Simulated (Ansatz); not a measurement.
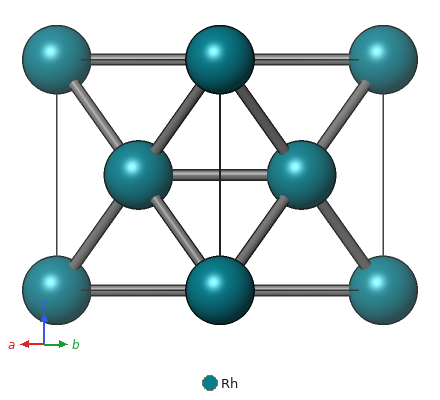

Rh (Fm-3m, No. 225): a calculation's starting geometry.

```cif
data_structure
_symmetry_space_group_name_H-M 'Fm-3m'
_symmetry_Int_Tables_number 225
_cell_length_a 3.9017
_cell_length_b 3.9017
_cell_length_c 3.9017
_cell_angle_alpha 90.000
_cell_angle_beta 90.000
_cell_angle_gamma 90.000
_cell_volume 59.40
loop_
_atom_site_label
_atom_site_type_symbol
_atom_site_symmetry_multiplicity
_atom_site_Wyckoff_symbol
_atom_site_fract_x
_atom_site_fract_y
_atom_site_fract_z
_atom_site_occupancy
Rh1 Rh 4 a 0.00000 0.00000 0.00000 1
```

What will an integrated-DPC-like image along [110] show? Simulated as the projected potential of neutral atoms (B = 0.5 Å²) blurred by a 1.05 Å probe, the thin-sample limit of integrated differential phase contrast. The display is stretched by a gamma of 0.8; percentages refer to the linear signal.

The columns repeat on a centred rectangular net of 2.76 × 3.90 Å (plane group c2mm). All columns are alike (Rh). The shortest distance between visible columns is 2.39 Å in projection. Along the beam the structure repeats every 2.76 Å.

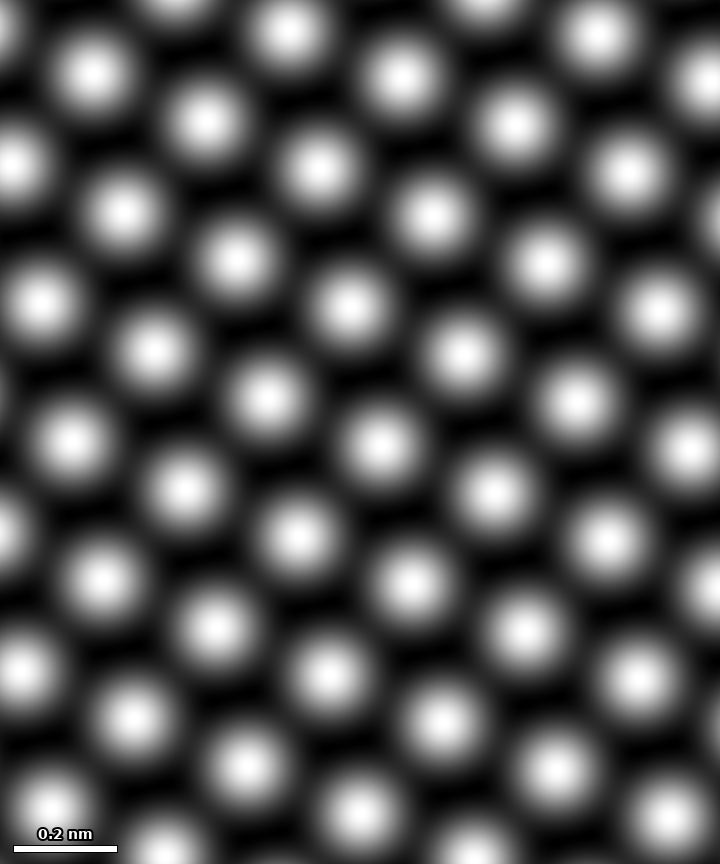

The simulated image.
